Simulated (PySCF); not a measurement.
# C4H4OSe (SMILES Oc1ccc[se]1) at 6 levels

Aim: a comparison of 6 runs (HF/STO-3G, HF/3-21G, HF/pcseg-1, B3LYP/6-31G*, PBE/def2-SVP, PBE0/def2-SVP) of C4H4OSe. 

Program for the calculation: PySCF 2.14.0.

### Step 1. The structure to begin with

The species is C4H4OSe (10 atoms), meant as a singlet with charge 0. As SMILES, `Oc1ccc[se]1`. The coordinates come from a PBE0-D4/def2-TZVP relaxation. This is one conformer, not always the lowest.

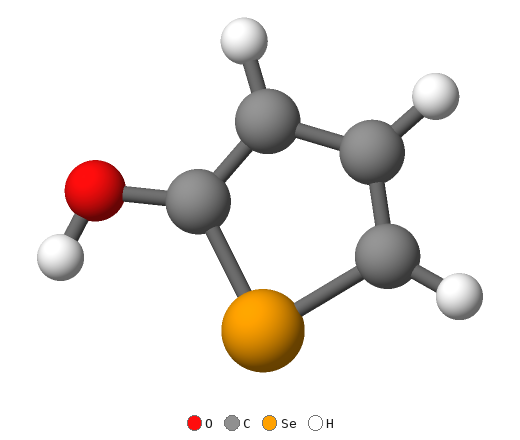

The structure, seen from a chosen angle (oxygen red, carbon grey, selenium orange, hydrogen white).

### Step 2. Energy and gradient at HF/STO-3G (run 1)

The input, calc.py:

```python
# Oc1ccc[se]1
from pyscf import gto

molecule = gto.Mole()
molecule.atom = '''
O   -0.995900  -2.083200  -0.580300
C   -0.476600  -0.862100  -0.347200
C    0.274800  -0.539900   0.734600
C    0.711700   0.814800   0.760200
C    0.323400   1.584800  -0.282700
Se  -0.705700   0.609200  -1.488900
H   -1.498100  -2.092000  -1.398300
H    0.510400  -1.266100   1.501500
H    1.319200   1.208600   1.566200
H    0.536800   2.626000  -0.465200
'''
molecule.max_memory = 1860
molecule.verbose = 4
molecule.spin = 0
molecule.basis = 'sto-3g'
molecule.build()

mf = molecule.RHF()
mf.conv_tol = 1e-10
mf.kernel()
if not mf.converged:
    mf = mf.newton().run(mf.mo_coeff, mf.mo_occ)

etot = mf.e_tot
print('Final energy', etot)
grad = mf.nuc_grad_method().kernel()
dip = mf.dip_moment()
pop, q = mf.mulliken_pop()
```

Run with:

```sh
OMP_NUM_THREADS=1 python calc.py
```

The program printed:

```text
PySCF version 2.14.0

[... 70 lines left out ...]
converged SCF energy = -2599.29597329017
Final energy -2599.2959732901713
[... 11 lines left out ...]
Dipole moment(X, Y, Z, Debye): -0.36707,  0.32715, -0.75972
[... 58 lines left out ...]
charge of    9H =      0.07640
```

It took 7.2 s on 1 thread of Intel Xeon at 2.70GHz, shared host; peak memory 0.12 GiB.

### Step 3. Energy and forces at HF/3-21G (run 2)

The input, input.py:

```python
# Oc1ccc[se]1
import pyscf.grad
from pyscf import gto

system = gto.M(
    atom='''
O       -0.995900      -2.083200      -0.580300
C       -0.476600      -0.862100      -0.347200
C        0.274800      -0.539900       0.734600
C        0.711700       0.814800       0.760200
C        0.323400       1.584800      -0.282700
Se      -0.705700       0.609200      -1.488900
H       -1.498100      -2.092000      -1.398300
H        0.510400      -1.266100       1.501500
H        1.319200       1.208600       1.566200
H        0.536800       2.626000      -0.465200
''',
    verbose=3,
    basis='3-21g',
    max_memory=1860,
)

mf = system.RHF()
mf.conv_tol = 1e-10
mf.kernel()
if not mf.converged:
    mf = mf.newton().run(mf.mo_coeff, mf.mo_occ)

energy = mf.e_tot
print('E = %.10f Eh' % energy)
grad = mf.Gradients().kernel()
dip = mf.dip_moment()
pop, q = mf.mulliken_pop()
```

Run with:

```sh
OMP_NUM_THREADS=1 python input.py
```

The program printed:

```text
converged SCF energy = -2615.82867923564
[... 9 lines left out ...]
Dipole moment(X, Y, Z, Debye): -0.36565,  0.75032, -0.96955
[... 86 lines left out ...]
charge of    9H =      0.27008
```

It took 7.8 s on 1 thread of Intel Xeon at 2.70GHz, shared host; peak memory 0.15 GiB.

### Step 4. Energy and gradient at HF/pcseg-1 (run 3)

The input, mol.xyz:

```xyz
10

O     -0.995900    -2.083200    -0.580300
C     -0.476600    -0.862100    -0.347200
C      0.274800    -0.539900     0.734600
C      0.711700     0.814800     0.760200
C      0.323400     1.584800    -0.282700
Se    -0.705700     0.609200    -1.488900
H     -1.498100    -2.092000    -1.398300
H      0.510400    -1.266100     1.501500
H      1.319200     1.208600     1.566200
H      0.536800     2.626000    -0.465200
```

The input, run.py:

```python
# Oc1ccc[se]1
import pyscf.grad
from pyscf import gto, scf

system = gto.M(
    atom='mol.xyz',
    basis='pcseg-1',
    verbose=3,
    max_memory=1860,
)

mf = scf.RHF(system)
mf.conv_tol = 1e-10
mf.kernel()
if not mf.converged:
    mf = mf.newton().run(mf.mo_coeff, mf.mo_occ)

e_tot = mf.e_tot
print(f'total energy: {e_tot:.8f} hartree')
grad = mf.Gradients().kernel()
dip = mf.dip_moment()
pop, q = mf.mulliken_pop()
```

Run with:

```sh
OMP_NUM_THREADS=1 python run.py
```

The program printed:

```text
converged SCF energy = -2628.07748102222
total energy: -2628.07748102 hartree
[... 8 lines left out ...]
Dipole moment(X, Y, Z, Debye): -0.26217,  0.57899, -0.71285
[... 128 lines left out ...]
charge of    9H =      0.14227
```

Run time: 50 s. Hardware: 1 thread of Intel Xeon at 2.70GHz, shared host; peak memory 0.3 GiB.

Runs 4 to 5 aren't shown in full; the table further down has their settings and results.

### Step 5. Energy and gradient at PBE0/def2-SVP (run 6)

The input, run.py:

```python
import pyscf.grad
from pyscf import gto, dft

mol = gto.Mole()
mol.atom = '''
O     -0.995900    -2.083200    -0.580300
C     -0.476600    -0.862100    -0.347200
C      0.274800    -0.539900     0.734600
C      0.711700     0.814800     0.760200
C      0.323400     1.584800    -0.282700
Se    -0.705700     0.609200    -1.488900
H     -1.498100    -2.092000    -1.398300
H      0.510400    -1.266100     1.501500
H      1.319200     1.208600     1.566200
H      0.536800     2.626000    -0.465200
'''
mol.spin = 0
mol.max_memory = 1860
mol.basis = 'def2-svp'
mol.verbose = 4
mol.charge = 0
mol.build()

mf = dft.RKS(mol, xc='pbe0')
mf.grids.level = 5
mf.conv_tol = 1e-10
mf.kernel()
if not mf.converged:
    mf = mf.newton().run(mf.mo_coeff, mf.mo_occ)

etot = mf.e_tot
print('E(%s) = %.9f' % ('PBE0', etot))
grad = mf.Gradients().kernel()
mf.analyze()
```

Run with:

```sh
OMP_NUM_THREADS=1 python run.py
```

The program printed:

```text
PySCF version 2.14.0

[... 115 lines left out ...]
MO #12  energy= -5.84008131074313  occ= 2
[... 21 lines left out ...]
MO #34  energy= -0.254186664460522 occ= 2
[... 21 lines left out ...]
MO #56  energy= 0.523041915783716  occ= 0
[... 21 lines left out ...]
MO #78  energy= 1.21356461637997   occ= 0
[... 21 lines left out ...]
MO #100 energy= 2.18680128073141   occ= 0
[... 21 lines left out ...]
MO #122 energy= 3.78702997400717   occ= 0
[... 135 lines left out ...]
Dipole moment(X, Y, Z, Debye): -0.54260,  0.14377, -0.95635
```

Wall time 1.8 min (1 thread of Intel Xeon at 2.70GHz, shared host); peak memory 1.3 GiB.

### Step 6. Overview of the runs

```csv
run,level,integration grid,energy (Eh),dipole moment (D),HOMO energy (eV),LUMO energy (eV),wall time
1,HF/STO-3G,–,-2599.295973,0.90,-6.34,7.08,7.2 s
2,HF/3-21G,–,-2615.828679,1.28,-8.33,3.80,7.8 s
3,HF/pcseg-1,–,-2628.077481,0.96,-8.50,3.13,50 s
4,B3LYP/6-31G* (spherical functions),5,-2631.294656,0.91,-5.60,-0.33,93 s
5,PBE/def2-SVP,5,-2630.482945,1.21,-4.92,-1.01,1.7 min
6,PBE0/def2-SVP,5,-2630.569808,1.11,-6.09,-0.10,1.8 min
```

### Step 7. Results

```
                       quantity           value
            run 6: total energy  -2630.56981 Eh
           run 6: dipole moment          1.11 D
             run 6: HOMO energy        -6.09 eV
             run 6: LUMO energy        -0.10 eV
           run 6: HOMO–LUMO gap         5.98 eV
run 6: largest force on an atom      0.627 eV/Å
```

The dipole moment (its size) runs from 0.90 D (HF/STO-3G) to 1.28 D (HF/3-21G). The HOMO–LUMO gap runs from 3.92 eV (PBE/def2-SVP) to 13.42 eV (HF/STO-3G). The two ends differ in method and basis. Totals of different functionals can't be ranked against each other. In run 1 the basis is minimal, so the values are rough. All runs together took 6.2 min, the longest 1.8 min.
